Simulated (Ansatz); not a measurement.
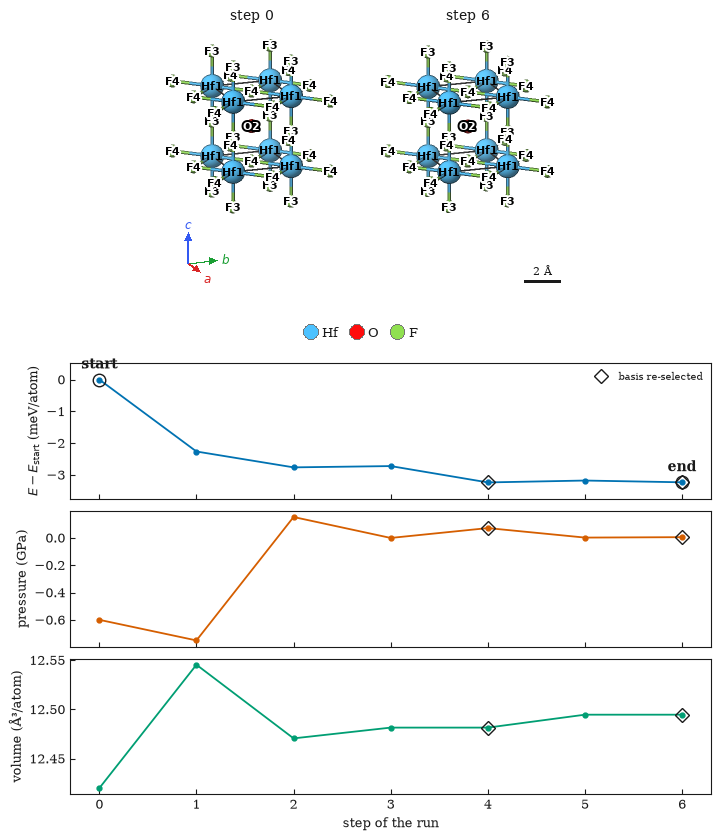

First and last geometry of a relaxation of crystalline HfOF2 (a generated structure, set up in P4/mmm), with the history of the run. Style: ball-and-stick. Shown: the cell of the calculation, slightly off an axis.

These are results of Ansatz 0.2.0, DFT PBE, scalar-relativistic, plane waves, PAW, not measurements.

Input
```yaml
crystal:
  lattice:
    - [3.47702679, 0.0, 0.0]
    - [0.0, 3.47702679, 0.0]
    - [0.0, 0.0, 4.1092757123]
  atoms:
    - { symbol: Hf, position: [0.0, 0.0, 0.0] }
    - { symbol: O, position: [0.5, 0.5, 0.5] }
    - { symbol: F, position: [0.0, 0.0, 0.5] }
    - { symbol: F, position: [0.5, 0.5, 0.0] }
basis:
  ecutwfc: 420
kpoints:
  mp_grid: { grid: [14, 14, 12] }
hamiltonian:
  xc: pbe
scf:
  occupations: { method: gaussian, width: 0.1 }
output:
  forces: true
  stress: true
  eigenvalues: true
relax:
  adjacent_minimum: "off"
  f_tol: 0.01
  max_steps: 80
  cell: { stress_tol: 0.05 }
```

Command:
```bash
ansatz run input.yaml --threads 1 --pin off --max-ram 2560MiB --backend cpu --events-out ev --progress --plain --runs-dir out
```

Q: What do the curves and the structures tell?

A: It converged. After 4 accepted moves (6 points after the start) the energy has fallen by 3.2 meV per atom. All forces vanish by symmetry, so only the cell relaxes. Pressure: −0.60 GPa at the start and 0.00 GPa at the end. The SCF was repeated twice at an unchanged geometry on a basis and grid sized afresh for the cell, which shifted the energy by 0.5 meV per atom at most. The atoms keep their places relative to the cell (all moves are under 0.005 Å). Cell: a = b 3.477 → 3.505 Å (+0.8 %), c 4.109 → 4.068 Å (−1.0 %). Volume +0.6 %. Some distances before and after: Hf1–Hf1 3.477 → 3.505 Å, Hf1–F3 2.055 → 2.034 Å, Hf1–F4 2.459 → 2.479 Å. The space group stays P4/mmm (No. 123).

| step | E − E(0), meV/atom | pressure, GPa | volume, Å³/atom | note |
| --- | --- | --- | --- | --- |
| 0 | 0.00 | -0.60 | 12.420 |  |
| 1 | -2.26 | -0.75 | 12.545 |  |
| 2 | -2.76 | 0.15 | 12.471 |  |
| 3 | -2.72 | 0.00 | 12.481 |  |
| 4 | -3.24 | 0.07 | 12.481 | same geometry, new basis |
| 5 | -3.18 | 0.00 | 12.495 |  |
| 6 | -3.23 | 0.00 | 12.495 | same geometry, new basis |
